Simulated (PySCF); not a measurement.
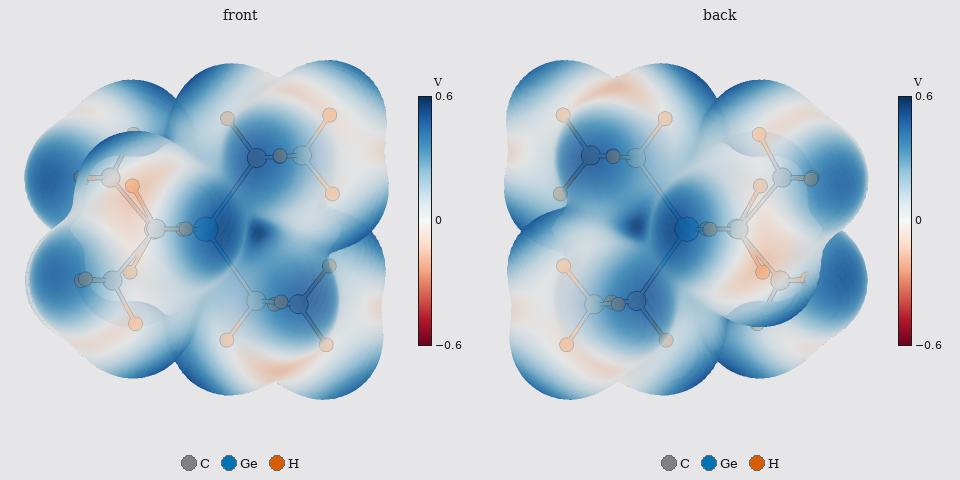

Figure. C$_{8}$H$_{20}$Ge (tetraethylgermane). The molecular electrostatic potential painted on the density surface at 0.002 e/bohr³, seen from the front and from behind; red is negative and blue positive.

Geometry: PBE0-D3(BJ)/def2-SVP.

Level of theory: PySCF 2.14.0, density-fitted response routines, DFT single point, gas phase, functional wB97X.

```yaml
atoms:
  - { symbol: C, position_ang: [-1.5409, -2.3769, 0.7761] }
  - { symbol: C, position_ang: [-1.0285, -1.0468, 1.3159] }
  - { symbol: Ge, position_ang: [-0.0023, 0.0019, 0.0040] }
  - { symbol: C, position_ang: [-1.1128, 0.3105, -1.5912] }
  - { symbol: C, position_ang: [-2.4409, 0.9968, -1.2934] }
  - { symbol: C, position_ang: [0.5099, 1.7310, 0.7934] }
  - { symbol: C, position_ang: [1.4554, 1.6133, 1.9831] }
  - { symbol: C, position_ang: [1.6209, -0.9874, -0.5055] }
  - { symbol: C, position_ang: [2.5216, -0.2315, -1.4755] }
  - { symbol: H, position_ang: [-2.1084, -2.9409, 1.5343] }
  - { symbol: H, position_ang: [-0.7158, -3.0259, 0.4413] }
  - { symbol: H, position_ang: [-2.2092, -2.2349, -0.0886] }
  - { symbol: H, position_ang: [-0.3841, -1.2098, 2.1962] }
  - { symbol: H, position_ang: [-1.8672, -0.4224, 1.6676] }
  - { symbol: H, position_ang: [-1.2819, -0.6654, -2.0772] }
  - { symbol: H, position_ang: [-0.5221, 0.9059, -2.3075] }
  - { symbol: H, position_ang: [-3.0548, 0.4076, -0.5929] }
  - { symbol: H, position_ang: [-2.2938, 1.9881, -0.8356] }
  - { symbol: H, position_ang: [-3.0439, 1.1471, -2.2038] }
  - { symbol: H, position_ang: [0.9649, 2.3431, -0.0037] }
  - { symbol: H, position_ang: [-0.4155, 2.2555, 1.0853] }
  - { symbol: H, position_ang: [1.7210, 2.5985, 2.4001] }
  - { symbol: H, position_ang: [1.0099, 1.0253, 2.8016] }
  - { symbol: H, position_ang: [2.3983, 1.1149, 1.7058] }
  - { symbol: H, position_ang: [2.1694, -1.2358, 0.4189] }
  - { symbol: H, position_ang: [1.3086, -1.9521, -0.9397] }
  - { symbol: H, position_ang: [3.4213, -0.8094, -1.7429] }
  - { symbol: H, position_ang: [2.8662, 0.7246, -1.0491] }
  - { symbol: H, position_ang: [1.9987, 0.0062, -2.4159] }
```

Where is the surface potential most negative and most positive?

Answer. The most negative region (about −0.1 V) lies over C2, C4, C6 and C8, the most positive (about +0.5 V, or +12 kcal/mol for a unit charge) over the C, Ge and H atoms.
